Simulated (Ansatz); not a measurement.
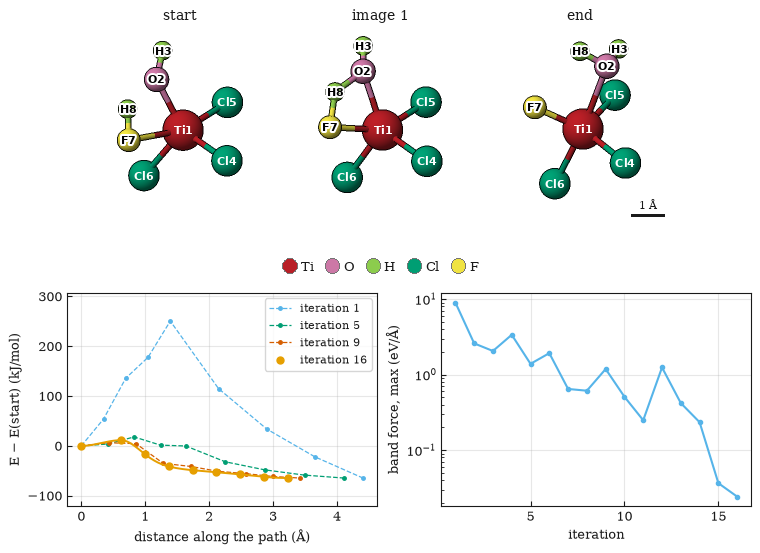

A nudged-elastic-band calculation for TiH2OCl3F. Images are numbered from 0 (start) to 8 (end). The plot follows the band through its iterations. A ball-and-stick model, seen from a free direction.

The calculation used Ansatz, RKS PBE-D4/def2-SVP. Settings: 7 movable images; climbing image; force threshold 0.03 eV/Å; iteration limit 60; starting path through a guess of the saddle point.

### Did the band converge, and can the barrier be trusted?

The result is final at these settings. The band converged in 16 iterations. The largest component of the band force went from 9 to 0.024 eV/Å. The climbing image converged on the top of the path. Its vibrational analysis gives one imaginary mode (512i cm⁻¹), as a transition state must have. The first iteration put the highest image at 250.6 kJ/mol. The highest point, image 1, lies 11.6 kJ/mol above the start and 76.1 kJ/mol above the end; the end is at −64.5 kJ/mol relative to the start.

The run took 3.7 min on 4 threads of Arm Neoverse V1 (shared host), peak memory 0.22 GiB.
